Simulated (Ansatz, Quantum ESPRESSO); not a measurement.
# Work functions of clean metal faces in two plane-wave codes, Ni(110) to Nb(100)

Do two independent codes agree on PBE work functions, and is their disagreement small beside the miss against experiment?

Set-up. Quantum ESPRESSO 7.5 (pw.x, pp.x): slabs at the tabulated lattice constant, outer layers relaxed under PBE by Ansatz 0.2.0 (PAW) or by pw.x, 16 to 19 Å of vacuum, cold smearing of 0.02 Ry, SCF threshold 1e-7 Ry, k-spacings of 0.17 to 0.35 Å⁻¹ (2π included); slabs of magnetic metals were started with moments, and † marks those that keep one. The work function is the vacuum level of the electrostatic potential less the Fermi level. GBRV ultrasoft files. The second code, Ansatz 0.2.0, uses PAW datasets and Fermi-Dirac smearing of 0.1 eV on the same atoms and mesh.

Results:

| face | layers | k mesh | pw.x (eV) | Ansatz (eV) | pw.x − Ansatz (eV) | measured (eV) |
| --- | --- | --- | --- | --- | --- | --- |
| Ni(110) † | 7 | 8×12 | 4.55 | 4.55 | 0.00 | 4.55 |
| Ni(111) † | 5 | 12×12 | 5.04 | 5.05 | −0.01 | 5.36 |
| Cu(100) | 7 | 10×10 | 4.57 | 4.56 | +0.01 | 4.73 |
| Cu(110) | 7 | 8×10 | 4.34 | 4.35 | −0.01 | 4.56 |
| Cu(111) | 5 | 12×12 | 4.78 | 4.79 | −0.02 | 4.90 |
| Zn(0001) | 6 | 12×12 | 4.03 | 4.05 | −0.02 | - |
| Sr(100) | 7 | 6×6 | 2.52 | 2.54 | −0.02 | - |
| Sr(110) | 7 | 4×6 | 2.55 | 2.58 | −0.03 | - |
| Sr(111) | 5 | 6×6 | 2.65 | 2.68 | −0.03 | - |
| Y(0001) | 6 | 6×6 | 3.29 | 3.36 | −0.07 | - |
| Zr(0001) | 6 | 12×12 | 4.17 | 4.17 | 0.00 | - |
| Nb(100) | 7 | 8×8 | 3.62 | 3.60 | +0.02 | 3.97 |

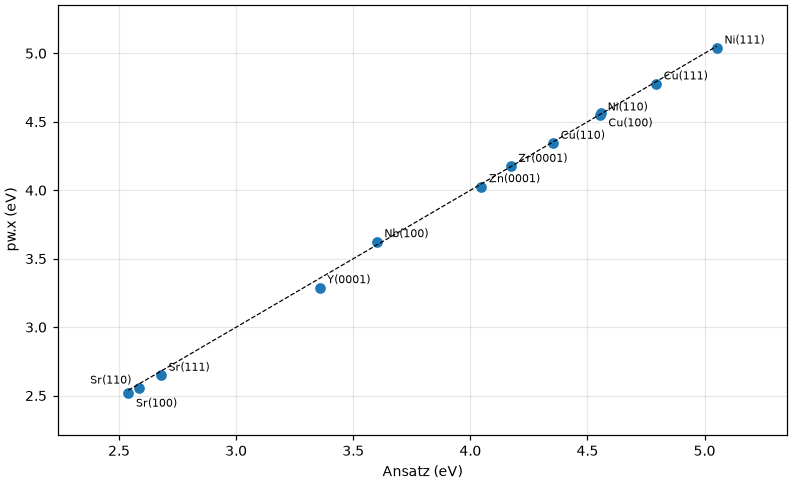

Work function by pw.x against that by Ansatz; the dashed line marks agreement.

What this shows: The codes differ by 0.021 eV on average and by at most 0.07 eV, on Y(0001). pw.x lies above Ansatz on 3 faces and below on 9. Against the 6 measured values on unreconstructed faces pw.x misses by 0.20 eV on average (mean signed −0.20 eV), 15 times the difference between the codes on those faces, so functional, model slab and the scatter of the measurements limit the comparison, not the implementation.

What the numbers leave out: Slabs this thin leave some 0.05 to 0.1 eV open. The two smearings differ.  Measured values, compiled in “Anisotropic work function of elemental crystals” (2019, arxiv:1902.07811), differ between sources by 0.1 eV or more. Of 71 clean slabs run, each face is listed once, in this or a sister table, where both codes converged.
